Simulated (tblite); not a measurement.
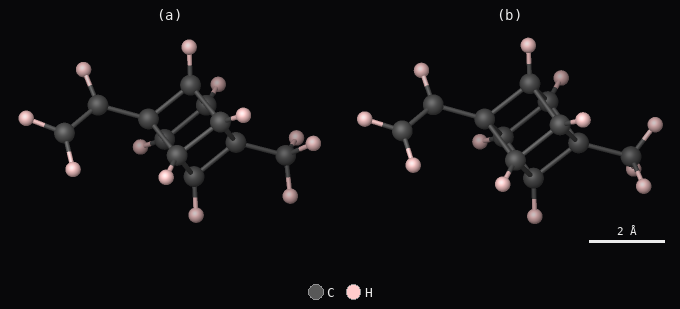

The structure of C₁₁H₁₂ before (left) and after (right) a relaxation, at one scale.

The picture is a ball-and-stick view, seen at a tilt.

Level of theory: GFN2-xTB geometry optimisation, gas phase (tblite). 

Q: Describe what moved and what it gained.

A: The energy falls by 1.920 eV in 80 geometry steps. The atom that moves furthest after the best rigid fit is an H atom (0.91 Å). Largest moves by element: H 0.91 Å, C 0.15 Å. Among the contacts that change: C–C 1.442 → 1.549 Å, C–C 1.460 → 1.559 Å, C–C 1.472 → 1.550 Å, C–C 1.440 → 1.500 Å. Among the angles between lasting bonds that change: C–C–H 114.1° → 120.5°, C–C–H 120.3° → 114.7°, C–C–H 118.9° → 122.0°. Groups turn about C–C by about 55°. The run took 1.1 s on 1 thread of Arm Neoverse N1 (shared host).
